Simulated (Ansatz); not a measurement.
# HSE06/cc-pVTZ run of [BCl2]+ (SMILES Cl[B+]Cl)

Aim: the vertical singlet–triplet gap of [BCl2]+ at HSE06/cc-pVTZ, from 2 runs. 

The results are computed with Ansatz 0.2.0.

6 further runs of the same task are left out: 6 that didn't finish.

## 1. Starting point

The species is [BCl2]+ (3 atoms), meant as a singlet with charge +1. As SMILES, `Cl[B+]Cl`. The shape is that of a PBE0-D4/def2-TZVP optimisation.

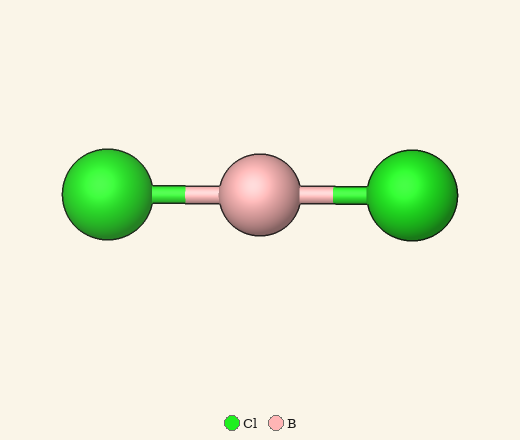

The structure, seen from a chosen angle (chlorine green, boron pink).

## 2. A single-point energy at HSE06/cc-pVTZ

molecule.yaml reads:

```yaml
crystal:
  periodic: [false, false, false]
  atoms:
    - {symbol: Cl, position_ang: [-1.267920, 0.785680, -0.605300]}
    - {symbol: B, position_ang: [0.000010, 0.000020, 0.000000]}
    - {symbol: Cl, position_ang: [1.267910, -0.785700, 0.605290]}
basis:
  gaussian: {orbitals: cc-pVTZ}
hamiltonian: {xc: hse06}
accuracy: high
total_charge: 1
output: {orbitals: {seedname: orbitals}}
```

Run with:

```
$ ansatz run molecule.yaml --threads 1 --pin off --max-ram 3480MiB --events-out events.jsonl --progress --plain --runs-dir runs
```

Standard output:

```text
Warning: RAYON_NUM_THREADS=1 ignored (pool sized by the plan → 1); use --threads N
Functional definition: HSE06
  name "HSE06"
  parameter a = 0.25
  parameter omega = 0.11/bohr
  exchange = pbe_x - a*pbe_x_sr(omega) + a*exact_x_sr(omega)
  correlation = pbe_c
1391 factors; integrals over basis functions are off by at most 3.8e-9 eV
82 factors; integrals over basis functions are off by at most 8.1e-10 eV
mean field evaluation 1: about -25704.1660 eV, gradient 2.6e1 eV
mean field evaluation 2: about -25704.5862 eV, gradient 2.2e1 eV
mean field evaluation 4: about -25705.7363 eV, gradient 3.8e-1 eV
mean field evaluation 8: about -25705.8969 eV, gradient 9.3e-3 eV
mean field evaluation 16: about -25705.8969 eV, gradient 2.1e-6 eV
mean field -25705.89690073 eV, -944.6742870190 hartree, gradient 8.3e-8 eV, S^2 0.000000; 0 other end points of the search recorded, 0 dependent functions left out
reference -25705.89690325 eV, -944.6742871117 hartree; 19, 19 occupied and 79, 79 virtual orbitals, 1391 factors
Total energy: -25705.89690325 eV, -944.6742871117 hartree
```

Run time: 3.3 s. Hardware: 1 thread of Intel Xeon 6975P-C (Granite Rapids), shared host; peak memory 0.25 GiB.

## 3. The triplet at the same level

Changes to molecule.yaml since step 2:

```diff
@@ -7,6 +7,11 @@
 basis:
-  gaussian: {orbitals: cc-pVTZ}
-hamiltonian: {xc: hse06}
+  gaussian:
+    orbitals: cc-pVTZ
+total_charge: 1
+magnetization:
+  spin_polarized: true
+  initial_magnetization: 2
+hamiltonian:
+  xc: hse06
 accuracy: high
-total_charge: 1
 output: {orbitals: {seedname: orbitals}}
```

Run with:

```
$ ansatz run molecule.yaml --threads 1 --pin off --max-ram 3480MiB --events-out events.jsonl --progress --plain --runs-dir runs
```

Standard output, shortened:

```text
Warning: RAYON_NUM_THREADS=1 ignored (pool sized by the plan → 1); use --threads N
Functional definition: HSE06
  name "HSE06"
[...]
1391 factors; integrals over basis functions are off by at most 3.8e-9 eV
82 factors; integrals over basis functions are off by at most 8.1e-10 eV
[...]
mean field -25699.62505754 eV, -944.4438010329 hartree, gradient 1.7e-8 eV, S^2 2.007391; 4 other end points of the search recorded, 0 dependent functions left out
reference -25699.62506022 eV, -944.4438011314 hartree; 20, 18 occupied and 78, 80 virtual orbitals, 1391 factors
Total energy: -25699.62506022 eV, -944.4438011314 hartree
```

Run time: 2.3 min. Hardware: 1 thread of Intel Xeon 6975P-C (Granite Rapids), shared host; peak memory 0.41 GiB.

## 4. Results

At HSE06/cc-pVTZ:

| quantity | value |
| --- | --- |
| singlet: total energy | -944.67429 Eh |
| singlet: HOMO energy | -16.66 eV |
| singlet: LUMO energy | -8.65 eV |
| singlet: HOMO–LUMO gap | 8.01 eV |
| triplet: total energy | -944.44380 Eh |
| triplet: HOMO energy (highest over α and β) | -10.42 eV |
| triplet: ⟨S²⟩ | 2.007 |
| vertical energy of the triplet above the singlet | 6.272 eV |

At this shape the triplet lies 6.27 eV (145 kcal/mol) above the singlet.
